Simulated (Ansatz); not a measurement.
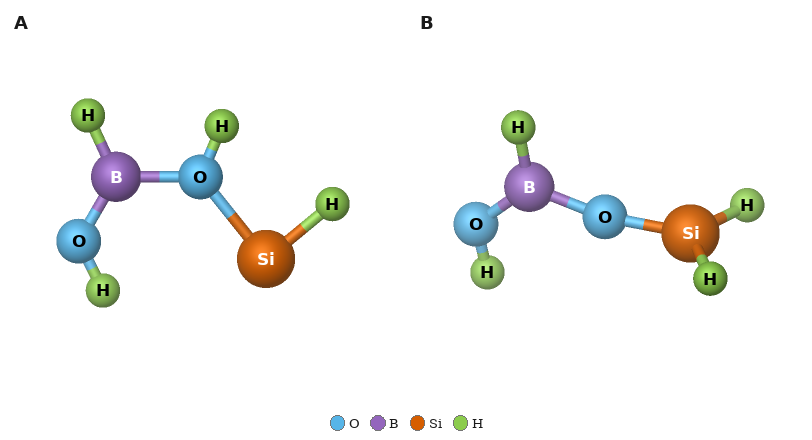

2 stationary structures of one formula. The species has charge +1 and is a spin singlet. Geometries: PBE0-D4/def2-TZVP. Electronic energies: ωB97M-V/def2-TZVPP (Ansatz 0.2.0), without zero-point energy. No frequency run is at hand to confirm each as a minimum. Each is one conformer, not always the lowest.

Which is lowest in energy, and by how much?

B is lowest (Cs); A lies 0.956 eV above it (Cs).
